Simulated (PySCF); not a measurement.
System: C6H11P (SMILES C/C=C/PC1CC1).

Input

```
{"job": {"kind": "uv", "xc": "CAM-B3LYP", "basis": "def2-SVPD", "nstates": 8, "ntriplets": 3}, "charge": 0, "multiplicity": 1}
C      3.333847     0.483656    -0.616490
C      2.157558    -0.396537    -0.361030
C      1.105220    -0.055439     0.370712
P     -0.302565    -1.133878     0.751938
C     -1.606540    -0.127569    -0.074202
C     -2.420644     0.810375     0.772112
C     -3.045999    -0.430560     0.228200
H      3.214935     1.448601    -0.129980
H      4.241799     0.010270    -0.243337
H      3.461326     0.639185    -1.687730
H      2.200740    -1.377882    -0.818281
H      1.063576     0.914617     0.854917
H     -0.107658    -2.011715    -0.324174
H     -1.362155     0.197632    -1.080753
H     -2.214077     0.848002     1.832104
H     -2.705014     1.763046     0.350195
H     -3.259945    -1.233214     0.918609
H     -3.763163    -0.342271    -0.574463
```

Run with:

```sh
OMP_NUM_THREADS=1 python probes_run.py task.json out
```

Geometry: GFN2-xTB.

Theory: CAM-B3LYP/def2-SVPD, SCF density, gas phase in PySCF.

### Predict the electron density and electron localisation function between the atoms.

C–C (1.33 Å): ρ at the midpoint is about 2.3 e/Å³; the ELF peaks at about 0.90 between the atoms (a short, multiple covalent bond).
C–P (1.81 Å): ρ is about 1.2 e/Å³ halfway; the ELF peaks at about 0.95 between the atoms: a shared electron pair.
C–H (1.09 Å): ρ at the midpoint is about 2 e/Å³; the ELF climbs to about 1 towards the hydrogen, as it does in any bond to H; a covalent bond by its length.
C–C (1.49 Å): ρ at the midpoint is about 1.8 e/Å³; the ELF peaks at about 0.95 between the atoms: a shared electron pair.

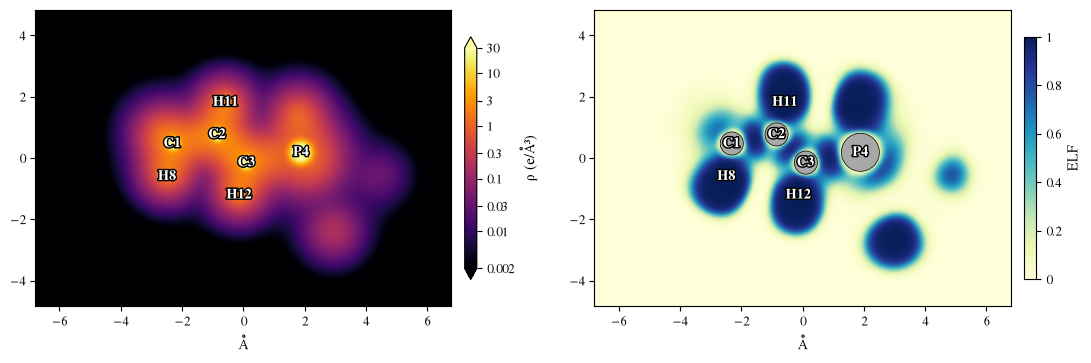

Computed electron density and electron localisation function on the plane of atoms C2, C3 and H12, in this order. Grey discs cover the atomic cores in the ELF map. 
